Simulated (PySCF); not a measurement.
## Two runs on C₃H₇FOSi

System: C₃H₇FOSi.
Method of run 1: GIAO mPW1PW91/pcSseg-1 NMR shielding, non-relativistic, gas phase (PySCF 2.14.0).

The geometry comes from this level: PBE0-D3(BJ)/def2-SVP. Text and figures count atoms from 1; the logs count them from 0 in places.

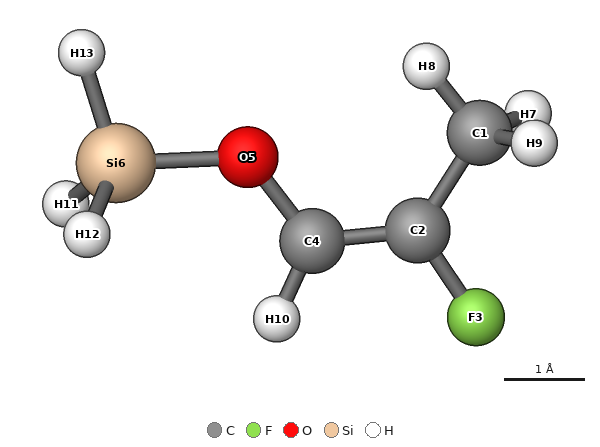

The input geometry (ball-and-stick view, seen at a tilt; atoms are numbered from 1 in the order of the input). Bond lengths as drawn: C–C 1.34 to 1.48 Å, C–F 1.34 Å, C–H 1.10 Å, C–O 1.36 Å, H–Si 1.49 Å and O–Si 1.67 Å.

### Input, run 1
```
{"job": {"kind": "nmr", "xc": "mPW1PW91", "basis": "pcSseg-1", "pop": false}, "charge": 0, "multiplicity": 1}
C     -2.138055    -0.514108     0.273689
C     -1.316533     0.372573    -0.579605
F     -2.017256     1.133021    -1.436143
C      0.014890     0.491650    -0.583540
O      0.795113    -0.244070     0.248114
Si     2.453273    -0.083544     0.421832
H     -2.723534    -1.215327    -0.343157
H     -1.492672    -1.086453     0.951241
H     -2.853410     0.076045     0.869256
H      0.494168     1.195582    -1.274414
H      3.143624    -0.367684    -0.872344
H      2.800847     1.301997     0.860410
H      2.843647    -1.076307     1.455344
```

The first line tells a small driver script what to run in PySCF; the rest is the geometry in Å.

Command:
```bash
OMP_NUM_THREADS=1 python <driver script> task.json out
```

Hardware: 1 CPU thread, shared host.

### Output (run 1)
```
coarse grid: 11400 points
cycle   1  E = -582.8436643043  dE =  6.291e-01  |g| = 7.165e-01  |ddm| = 3.186e+00
cycle   2  E = -582.7177563705  dE =  1.259e-01  |g| = 1.103e+00  |ddm| = 1.418e+00
cycle   3  E = -582.9284590434  dE = -2.107e-01  |g| = 1.339e-01  |ddm| = 9.964e-01
cycle   4  E = -582.9316192381  dE = -3.160e-03  |g| = 5.797e-02  |ddm| = 1.573e-01
cycle   5  E = -582.9322385522  dE = -6.193e-04  |g| = 1.574e-02  |ddm| = 5.335e-02
cycle   6  E = -582.9322906215  dE = -5.207e-05  |g| = 4.104e-03  |ddm| = 1.406e-02
cycle   7  E = -582.9322943310  dE = -3.709e-06  |g| = 7.368e-04  |ddm| = 3.114e-03
final grid: 105968 points
cycle   8  E = -582.9829509600  dE = -2.059e-05  |g| = 5.798e-03  |ddm| = 1.776e-02
cycle   9  E = -582.9829440425  dE =  6.918e-06  |g| = 8.507e-03  |ddm| = 9.510e-03
cycle  10  E = -582.9829571608  dE = -1.312e-05  |g| = 9.865e-04  |ddm| = 6.184e-03
cycle  11  E = -582.9829573695  dE = -2.087e-07  |g| = 1.896e-04  |ddm| = 8.681e-04
cycle  12  E = -582.9829573747  dE = -5.209e-09  |g| = 1.112e-04  |ddm| = 2.385e-04
cycle  13  E = -582.9829573772  dE = -2.497e-09  |g| = 1.140e-05  |ddm| = 9.346e-05
cycle  14  E = -582.9829573773  dE = -2.888e-11  |g| = 3.478e-06  |ddm| = 1.291e-05
converged SCF energy = -582.9829573773

GIAO shielding tensors (ppm)
atom      isotropic    diamagn.    paramagn.     s11        s22        s33       span
  0 C      170.027     250.114     -80.087    158.158    168.656    183.267     25.109
  1 C       24.269     252.227    -227.959    -61.422     60.500     73.729    135.151
  2 F      327.936     473.516    -145.580    254.843    348.989    379.977    125.133
  3 C       50.626     255.168    -204.542    -31.635     78.888    104.624    136.259
  4 O      281.383     400.143    -118.760    210.697    293.667    339.785    129.087
  5 Si     378.268     878.708    -500.440    330.035    343.270    461.500    131.465
  6 H       29.525      27.738       1.787     25.681     26.956     35.938     10.256
  7 H       28.860      30.960      -2.100     24.063     29.429     33.087      9.024
  8 H       29.548      27.868       1.680     25.719     27.012     35.913     10.194
  9 H       24.732      30.927      -6.195     22.060     23.549     28.587      6.527
 10 H       26.421      28.271      -1.850     23.383     24.778     31.102      7.719
 11 H       26.449      28.388      -1.940     23.415     24.825     31.106      7.691
 12 H       26.506      28.543      -2.036     23.319     25.092     31.108      7.788
```

The input of run 2 differs as follows (lines with − go, lines with + come):
```diff
-"xc": "mPW1PW91"
+"xc": "PBE0"
```

How does run 2 compare with run 1?

The total energies belong to different methods, so their difference says nothing on which is more stable or more accurate. Of all shieldings, the largest change is that of Si6, by +1.1 ppm. The functional changes from mPW1PW91 to PBE0. The number of SCF iterations is the same.

### Output (run 2)
```
coarse grid: 11400 points
cycle   1  E = -582.4665632415  dE =  6.289e-01  |g| = 6.975e-01  |ddm| = 3.185e+00
cycle   2  E = -582.3481003471  dE =  1.185e-01  |g| = 1.072e+00  |ddm| = 1.391e+00
cycle   3  E = -582.5473836598  dE = -1.993e-01  |g| = 1.320e-01  |ddm| = 9.746e-01
cycle   4  E = -582.5504596884  dE = -3.076e-03  |g| = 5.654e-02  |ddm| = 1.553e-01
cycle   5  E = -582.5510519345  dE = -5.922e-04  |g| = 1.546e-02  |ddm| = 5.257e-02
cycle   6  E = -582.5511019625  dE = -5.003e-05  |g| = 4.084e-03  |ddm| = 1.384e-02
cycle   7  E = -582.5511056209  dE = -3.658e-06  |g| = 7.125e-04  |ddm| = 3.060e-03
final grid: 105968 points
cycle   8  E = -582.6018136161  dE = -1.841e-05  |g| = 8.765e-03  |ddm| = 1.952e-02
cycle   9  E = -582.6017966567  dE =  1.696e-05  |g| = 1.311e-02  |ddm| = 1.463e-02
cycle  10  E = -582.6018276708  dE = -3.101e-05  |g| = 1.420e-03  |ddm| = 9.527e-03
cycle  11  E = -582.6018281133  dE = -4.424e-07  |g| = 2.832e-04  |ddm| = 1.285e-03
cycle  12  E = -582.6018281266  dE = -1.333e-08  |g| = 1.219e-04  |ddm| = 3.201e-04
cycle  13  E = -582.6018281296  dE = -2.996e-09  |g| = 1.742e-05  |ddm| = 1.065e-04
cycle  14  E = -582.6018281296  dE = -6.366e-11  |g| = 4.327e-06  |ddm| = 1.927e-05
converged SCF energy = -582.6018281296

GIAO shielding tensors (ppm)
atom      isotropic    diamagn.    paramagn.     s11        s22        s33       span
  0 C      171.107     250.279     -79.172    159.141    169.723    184.456     25.315
  1 C       25.262     252.029    -226.766    -60.116     61.478     74.425    134.540
  2 F      327.193     473.217    -146.024    253.403    348.665    379.511    126.108
  3 C       51.659     255.173    -203.514    -30.100     79.946    105.130    135.230
  4 O      282.054     399.901    -117.847    210.481    294.999    340.684    130.203
  5 Si     379.380     878.668    -499.288    329.959    343.434    464.746    134.787
  6 H       29.482      27.715       1.767     25.610     26.888     35.947     10.337
  7 H       28.813      30.914      -2.101     23.988     29.367     33.083      9.095
  8 H       29.505      27.843       1.662     25.649     26.944     35.922     10.273
  9 H       24.672      30.872      -6.200     22.017     23.497     28.501      6.483
 10 H       26.321      28.197      -1.876     23.279     24.669     31.014      7.735
 11 H       26.349      28.312      -1.964     23.312     24.716     31.018      7.707
 12 H       26.404      28.477      -2.073     23.216     24.990     31.006      7.790
```

### The two runs side by side

| quantity | run 1 | run 2 |
| --- | --- | --- |
| outcome | converged | converged |
| total energy (hartree) | −582.982957 | −582.601828 |
| HOMO (eV) | −6.42 | −6.38 |
| LUMO (eV) | 0.16 | 0.12 |
| dipole moment (D) | 1.49 | 1.47 |
| shielding of C1 (ppm) | 170.0 | 171.1 |
| shielding of C2 (ppm) | 24.3 | 25.3 |
| shielding of F3 (ppm) | 327.9 | 327.2 |
| shielding of C4 (ppm) | 50.6 | 51.7 |
| shielding of O5 (ppm) | 281.4 | 282.1 |
| shielding of Si6 (ppm) | 378.3 | 379.4 |
| shielding of H13 (ppm) | 26.5 | 26.4 |
| SCF iterations | 14 | 14 |
| basis functions | 144 | 144 |
| wall time (shared host) | 9.9 s | 9.9 s |
